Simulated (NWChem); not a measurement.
**GaH2O2 (SMILES [OH][Ga][OH]) at 4 levels**

Aim: a comparison of 4 runs (UHF/3-21G, UB3LYP/6-31G*, UM06-2X/def2-SVPD) of GaH2O2. 

The calculation is run with NWChem 7.3.0.

2 further runs of the same task are left out: 1 that didn't finish, 1 set aside as unsound or not needed. Runs told in other sessions of the task aren't counted.

## (1) The system as given

GaH2O2 has 5 atoms, charge 0, and is taken as a doublet. As SMILES, `[OH][Ga][OH]`. The coordinates come from a PBE0-D4/def2-TZVP relaxation. This is one conformer, not always the lowest.

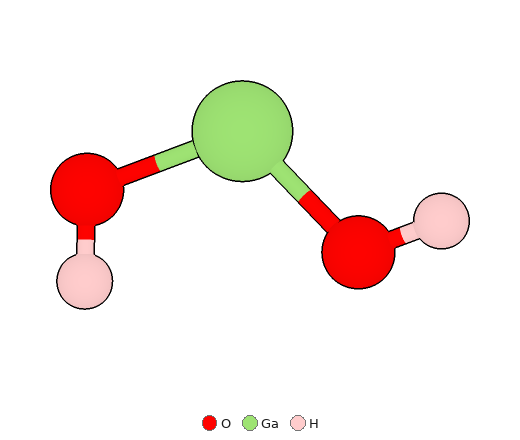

Viewed from a chosen angle; oxygen red, gallium green, hydrogen pink.

## (2) Energy and forces at UHF/3-21G (run 1)

File sp.nw:

```
start sp
memory stack 880 mb heap 220 mb global 1100 mb
charge 0

geometry units angstroms noautosym nocenter noautoz
  O       -0.370600       0.021600      -1.274400
  Ga      -0.311700      -0.753800       0.353600
  O        0.618200       0.154900       1.591100
  H       -0.867400      -0.464600      -1.936500
  H        0.981500       0.968200       1.224700
end

basis spherical bse
  * library 3-21G
end

scf
  doublet
  uhf
  thresh 1e-08
  maxiter 80
end

task scf gradient
```

Started as:

```
$ nwchem sp.nw > sp.out
```

The log of the run:

```text
[...]
  functions       =    44
[...]
  wavefunction    = UHF
[...]
         Total SCF energy =  -2063.941220792529
      One electron energy =  -3246.554503553324
      Two electron energy =   1000.181977430969
 Nuclear repulsion energy =    182.431305329826
                       Sz =      0.5000
                 Sz(Sz+1) =      0.7500
                      S^2 =      0.7557
[...]
                         UHF ENERGY GRADIENTS
    atom               coordinates                        gradient
                 x          y          z           x          y          z
   1 O      -0.700332   0.040818  -2.408267   -0.001921   0.015888  -0.035605
   2 Ga     -0.589028  -1.424475   0.668207   -0.013616  -0.024825   0.003342
   3 O       1.168229   0.292719   3.006743    0.020117   0.018341   0.029186
   4 H      -1.639148  -0.877967  -3.659454    0.001882  -0.001217   0.008184
   5 H       1.854766   1.829633   2.314347   -0.006462  -0.008188  -0.005107
[...]
```

It took 6 s on 1 thread of Intel Xeon Platinum 8259CL at 2.50GHz (Skylake/Cascade Lake), shared host; peak memory 0.1 GiB.

## (3) Energy and gradient at UB3LYP/6-31G(d) (Cartesian functions) (run 2)

File gah2o2.nw:

```
start gah2o2
title "GaH2O2"
memory 2200 mb
charge 0

geometry noautosym nocenter noautoz
  O     -0.370600     0.021600    -1.274400
  Ga    -0.311700    -0.753800     0.353600
  O      0.618200     0.154900     1.591100
  H     -0.867400    -0.464600    -1.936500
  H      0.981500     0.968200     1.224700
end

basis
  * library 6-31G*
end

dft
  xc b3lyp
  mult 2
  grid xfine
  convergence energy 1e-08
  iterations 100
  mulliken
  print low
end

task dft gradient
```

Started as:

```
$ nwchem gah2o2.nw > gah2o2.out
```

The log of the run:

```text
[...]
 d= 0,ls=0.0,diis     1  -2076.1523701003 -2.26D+03  1.53D-02  3.92D-01     6.2
[...]
 d= 0,ls=0.0,diis    12  -2076.2854130630 -3.25D-09  2.91D-07  1.85D-09    57.1
[...]
         Total DFT energy =    -2076.285413062956
      One electron energy =    -3255.728778562012
           Coulomb energy =     1090.049741083444
    Exchange-Corr. energy =      -93.037680914213
 Nuclear repulsion energy =      182.431305329826
[...]
      Total Density - Mulliken Population Analysis
     ---------------------------------------------
    Atom       Charge   Shell Charges
 -----------   ------   -------------------------------------------------------
    1 O    8     8.70   1.99  0.91  2.89  0.97  1.92  0.03
    2 Ga  31    30.41   2.00  1.99  6.00  1.95  5.99  1.21  0.93  0.17  0.12  6.87  2.97  0.20
    3 O    8     8.72   1.99  0.91  2.89  0.97  1.93  0.03
    4 H    1     0.59   0.48  0.11
    5 H    1     0.59   0.47  0.11
[...]
      <S2> =      0.7525 (Exact =     0.7500)
                         DFT ENERGY GRADIENTS
    atom               coordinates                        gradient
                 x          y          z           x          y          z
   1 O      -0.700332   0.040818  -2.408267   -0.005307  -0.009835   0.001568
   2 Ga     -0.589028  -1.424475   0.668207    0.003726   0.007024  -0.001312
   3 O       1.168229   0.292719   3.006743   -0.000756   0.004616  -0.010963
   4 H      -1.639148  -0.877967  -3.659454    0.005330   0.005925   0.005772
   5 H       1.854766   1.829633   2.314347   -0.002995  -0.007729   0.004935
 Task  times  cpu:       65.4s     wall:       65.4s
 Total times  cpu:       65.4s     wall:       65.4s
```

Wall time 66 s (1 thread of Intel Xeon Platinum 8259CL at 2.50GHz (Skylake/Cascade Lake), shared host); peak memory 0.13 GiB.

Run 3 isn't shown in full; the table further down has it.

## (4) Energy and gradient at UM06-2X/def2-SVPD (run 4)

File gah2o2.nw:

```
echo
start gah2o2
title "GaH2O2"
memory 2200 mb
geometry units angstrom noautosym nocenter noautoz
 O     -0.370600     0.021600    -1.274400
 Ga    -0.311700    -0.753800     0.353600
 O      0.618200     0.154900     1.591100
 H     -0.867400    -0.464600    -1.936500
 H      0.981500     0.968200     1.224700
end
basis spherical bse
 * library def2-SVPD
end
dft
 xc m06-2x
 mult 2
 grid fine
 convergence energy 1e-08
 maxiter 100
 mulliken
end
task dft gradient
```

Started as:

```
$ nwchem gah2o2.nw > gah2o2.out
```

The log of the run:

```text
[...]
          Wavefunction type:  spin polarized.
          No. of atoms     :     5
          No. of electrons :    49
[...]
          Charge           :     0
          Spin multiplicity:     2
[...]
          AO basis - number of functions:   100
[...]
              XC Information
              --------------
                       M06-2X Method XC Functional
                     Hartree-Fock (Exact) Exchange  0.540
                        M06-2X Exchange Functional  1.000
                      M06-2X Correlation Potential  1.000
[...]
 d= 0,ls=0.0,diis     1  -2075.9963788125 -2.26D+03  1.16D-02  2.48D-01     8.5
[...]
 d= 0,ls=0.0,diis    13  -2076.1218045867 -2.96D-09  1.84D-07  6.57D-11    75.0
[...]
         Total DFT energy =    -2076.121804586743
      One electron energy =    -3256.369973239155
           Coulomb energy =     1090.830603557038
    Exchange-Corr. energy =      -93.013740234452
 Nuclear repulsion energy =      182.431305329826
[...]
      Total Density - Mulliken Population Analysis
     ---------------------------------------------
    Atom       Charge   Shell Charges
 -----------   ------   -------------------------------------------------------
    1 O    8     8.72   1.99  1.07  0.70  0.11  2.83  1.82  0.19  0.01  0.00
    2 Ga  31    29.83   2.00  2.00  1.99  0.88  0.08  0.02  6.00  5.98  0.66  0.17  8.11  1.82  0.18 -0.04
    3 O    8     8.86   1.99  1.07  0.70  0.22  2.83  1.84  0.19  0.01  0.01
    4 H    1     0.82   0.70  0.05  0.06  0.00
    5 H    1     0.78   0.69  0.02  0.06  0.01
[...]
      <S2> =      0.7532 (Exact =     0.7500)
[...]
  wavefunction    = open shell
                         DFT ENERGY GRADIENTS
    atom               coordinates                        gradient
                 x          y          z           x          y          z
   1 O      -0.700332   0.040818  -2.408267    0.000309  -0.000660   0.002212
   2 Ga     -0.589028  -1.424475   0.668207    0.003030   0.006590  -0.002694
   3 O       1.168229   0.292719   3.006743   -0.001721  -0.002390  -0.001007
   4 H      -1.639148  -0.877967  -3.659454    0.000375  -0.001144   0.003293
   5 H       1.854766   1.829633   2.314347   -0.001993  -0.002397  -0.001803
[...]
```

It took 98 s on 1 thread of Intel Xeon Platinum 8259CL at 2.50GHz (Skylake/Cascade Lake), shared host; peak memory 0.13 GiB.

## (5) Overview of the runs

```
run                                level  Cartesian functions  iteration cap   energy (Eh)   ⟨S²⟩  largest force (eV/Å)  wall time
  1                            UHF/3-21G                   no             80  -2063.941221  0.756                 2.052        6 s
  2  UB3LYP/6-31G* (Cartesian functions)                  yes            100  -2076.285413  0.752                 0.613       66 s
  3  UB3LYP/6-31G* (spherical functions)                   no            100  -2076.276925  0.752                 0.658       61 s
  4                    UM06-2X/def2-SVPD                   no            100  -2076.121805  0.753                 0.398       98 s
```

## (6) Results

```
                                 quantity           value
                      run 4: total energy  -2076.12180 Eh
                     run 4: dipole moment          1.95 D
run 4: HOMO energy (highest over α and β)        -7.72 eV
 run 4: LUMO energy (lowest over α and β)        -3.81 eV
                              run 4: ⟨S²⟩           0.753
          run 4: largest force on an atom      0.398 eV/Å
```

What this shows: Totals of different functionals can't be ranked against each other. All runs together took 3.8 min, the longest 98 s.
